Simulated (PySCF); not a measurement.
## NMR shielding calculation of C₅H₉N₃Si

C₅H₉N₃Si, SMILES C=CCn1ncc([SiH3])n1, computed with GIAO PBE0/pcSseg-1 NMR shielding, non-relativistic, gas phase (PySCF 2.14.0).

The geometry comes from this level: PBE0-D3(BJ)/def2-SVP. It belongs to a series of runs on one base structure; here: H replaced by allyl. Figures and captions count atoms from 1; the log counts them from 0 in places.

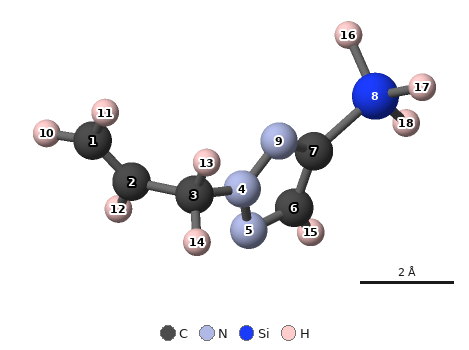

Figure 1. The input geometry (ball-and-stick view, seen at a tilt; atoms are numbered from 1 in the order of the input). Bond lengths as drawn: C–C 1.33 to 1.50 Å, C–H 1.09 to 1.10 Å, C–N 1.33 to 1.45 Å, C–Si 1.87 Å, H–Si 1.49 Å and N–N 1.31 Å.

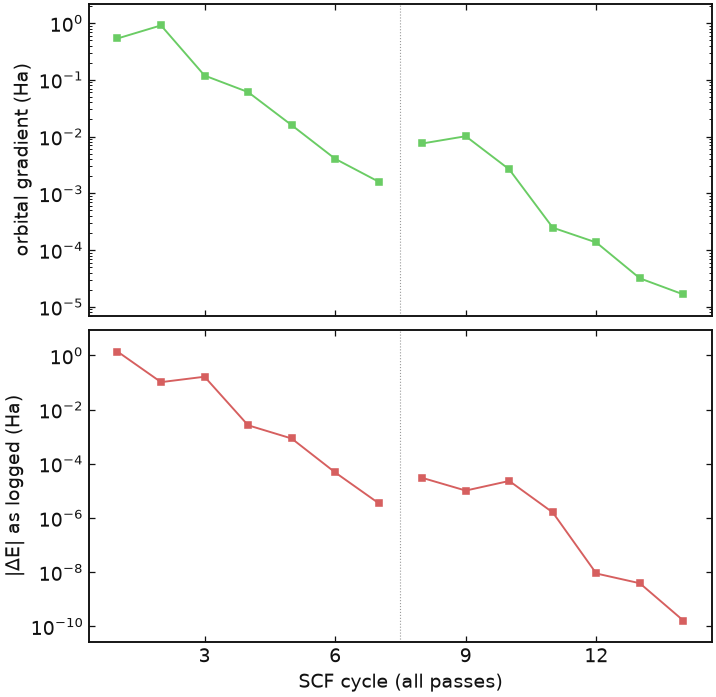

Figure 2. Convergence of the self-consistent field: orbital gradient and size of the energy change against the SCF cycle. The dotted line marks the change from a coarse to the final integration grid. The first 7 cycles use a coarse grid, the final grid takes over at cycle 8, and the field converges after 14 cycles in all.

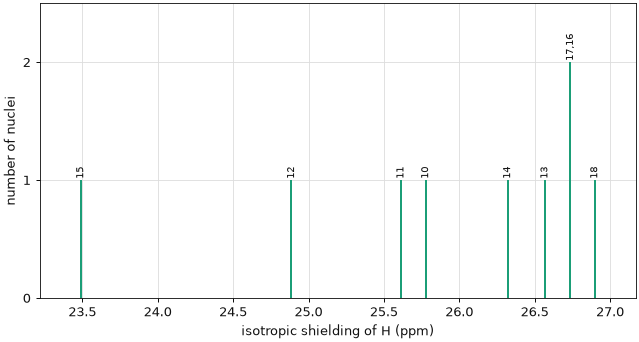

Figure 3. Isotropic shieldings of the hydrogen nuclei in this fixed geometry, labelled by atom number; shielding grows to the right, so chemical shift grows to the left. The least shielded is H15 (23.5 ppm), the most shielded H18 (26.9 ppm).

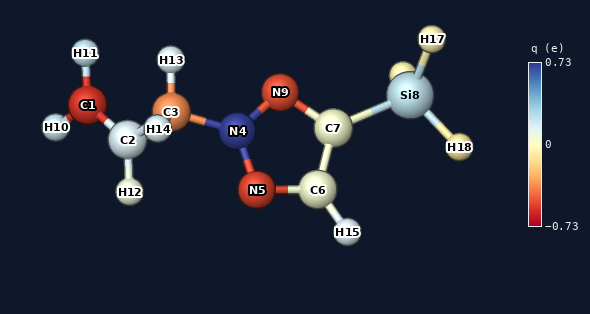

Figure 4. ESP-fitted charges, as the colour of each atom (ball-and-stick view, seen at a tilt; atoms are numbered from 1 in the order of the input). By element: C −0.57 to +0.15, N −0.53 to +0.70, Si +0.24 and H −0.08 to +0.23 e.

These pictures come from the run below.

**Input file**
```
{"job": {"kind": "nmr", "xc": "PBE0", "basis": "pcSseg-1"}, "charge": 0, "multiplicity": 1}
C     -3.009637    -0.132057    -0.367184
C     -2.190888    -0.223047     0.679060
C     -1.269811     0.872887     1.120649
N      0.103809     0.420420     1.236459
N      0.487747    -0.366816     2.217276
C      1.765182    -0.609773     1.946882
C      2.115783     0.068525     0.758947
Si     3.737555     0.155623    -0.169125
N      1.015479     0.709498     0.339052
H     -3.681012    -0.951348    -0.636458
H     -3.041417     0.764325    -0.994263
H     -2.165030    -1.131925     1.290958
H     -1.264051     1.706931     0.407973
H     -1.567404     1.251550     2.111324
H      2.371415    -1.237205     2.597446
H      3.602030    -0.430371    -1.535388
H      4.203831     1.568049    -0.292591
H      4.746893    -0.630332     0.602501
```

The first line tells a small driver script what to run in PySCF; the rest is the geometry in Å.

Run as:
```bash
OMP_NUM_THREADS=1 python <driver script> task.json out
```

**What the program printed**
```
coarse grid: 15824 points
cycle   1  E = -648.9266649914  dE =  1.389e+00  |g| = 5.338e-01  |ddm| = 3.965e+00
cycle   2  E = -648.8234919005  dE =  1.032e-01  |g| = 9.074e-01  |ddm| = 1.022e+00
cycle   3  E = -648.9870830634  dE = -1.636e-01  |g| = 1.187e-01  |ddm| = 6.764e-01
cycle   4  E = -648.9897138536  dE = -2.631e-03  |g| = 6.072e-02  |ddm| = 1.503e-01
cycle   5  E = -648.9905698377  dE = -8.560e-04  |g| = 1.590e-02  |ddm| = 5.223e-02
cycle   6  E = -648.9906175856  dE = -4.775e-05  |g| = 4.058e-03  |ddm| = 1.270e-02
cycle   7  E = -648.9906210642  dE = -3.479e-06  |g| = 1.603e-03  |ddm| = 4.170e-03
final grid: 149296 points
cycle   8  E = -649.0404174693  dE = -3.009e-05  |g| = 7.546e-03  |ddm| = 3.067e-02
cycle   9  E = -649.0404072687  dE =  1.020e-05  |g| = 1.014e-02  |ddm| = 1.540e-02
cycle  10  E = -649.0404303746  dE = -2.311e-05  |g| = 2.642e-03  |ddm| = 9.654e-03
cycle  11  E = -649.0404319595  dE = -1.585e-06  |g| = 2.484e-04  |ddm| = 2.208e-03
cycle  12  E = -649.0404319683  dE = -8.822e-09  |g| = 1.363e-04  |ddm| = 2.509e-04
cycle  13  E = -649.0404319721  dE = -3.846e-09  |g| = 3.187e-05  |ddm| = 1.104e-04
cycle  14  E = -649.0404319723  dE = -1.605e-10  |g| = 1.658e-05  |ddm| = 3.532e-05
converged SCF energy = -649.0404319723

GIAO shielding tensors (ppm)
atom      isotropic    diamagn.    paramagn.     s11        s22        s33       span
  0 C       57.596     254.505    -196.909    -55.749     71.907    156.630    212.380
  1 C       41.256     256.737    -215.482    -80.258     53.421    150.604    230.862
  2 C      124.391     245.751    -121.360    104.026    117.334    151.813     47.787
  3 N      -27.287     335.699    -362.986   -152.663      1.697     69.105    221.768
  4 N      -93.115     326.594    -419.708   -318.557   -140.014    179.228    497.785
  5 C       36.502     255.569    -219.067    -52.077     42.377    119.206    171.283
  6 C       46.310     256.764    -210.454    -26.088     27.314    137.704    163.793
  7 Si     432.142     880.031    -447.889    414.643    420.838    460.944     46.301
  8 N     -114.960     325.507    -440.468   -350.943   -153.351    159.412    510.356
  9 H       25.776      28.507      -2.731     22.919     24.884     29.526      6.608
 10 H       25.612      31.040      -5.427     22.020     25.276     29.541      7.521
 11 H       24.887      31.362      -6.476     21.857     24.091     28.712      6.856
 12 H       26.567      31.981      -5.414     22.763     27.450     29.488      6.725
 13 H       26.320      28.829      -2.509     23.009     25.830     30.122      7.113
 14 H       23.489      31.094      -7.605     21.085     23.345     26.037      4.952
 15 H       26.741      28.556      -1.815     23.353     25.216     31.653      8.300
 16 H       26.733      27.473      -0.741     23.281     25.191     31.725      8.444
 17 H       26.898      27.367      -0.469     23.319     25.847     31.528      8.209
```

**Summary**

| quantity | value |
| --- | --- |
| outcome | converged |
| total energy | −649.040432 hartree |
| HOMO | −7.66 eV |
| LUMO | −0.50 eV |
| dipole moment | 1.10 D |
| isotropic shielding, C | 36.5 to 124.4 ppm |
| isotropic shielding, N | −115.0 to −27.3 ppm |
| isotropic shielding, Si | 432.1 ppm |
| isotropic shielding, H | 23.5 to 26.9 ppm |
| hardware | 1 CPU thread, shared host |
| wall time | 38 s |
| peak memory | 0.99 GiB |
